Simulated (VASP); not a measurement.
Band structure of BaTiO3 (cubic perovskite). Computed with PBEsol GGA, VASP's PBE PAW potentials (set 64) (plane waves; VASP).

Unless said otherwise, spin-orbit coupling is left out, though it shifts the bands of the heavy elements here.

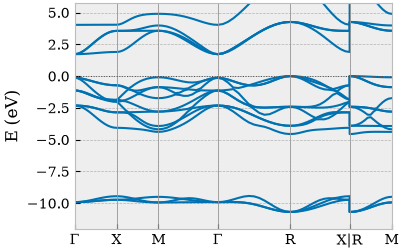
*Bands along high-symmetry lines, zero at the valence-band maximum or, without a gap, the Fermi level*

Question: Read the plot: is there a gap, and where are the band edges?

Answer: The gap is indirect, 1.72 eV, from the valence maximum at R to the conduction minimum at Γ. (Edges off the drawn lines would not show.)

Measured: gap 3.20 eV (computed value off by -1.48 eV), as given by Yu-ichiro Matsushita et al., Physical Review B (2011), arXiv:1104.2769.

The compound is BaTiO3 in the cubic perovskite structure, the ideal cubic form; the compound distorts at low or room temperature. It was relaxed first.
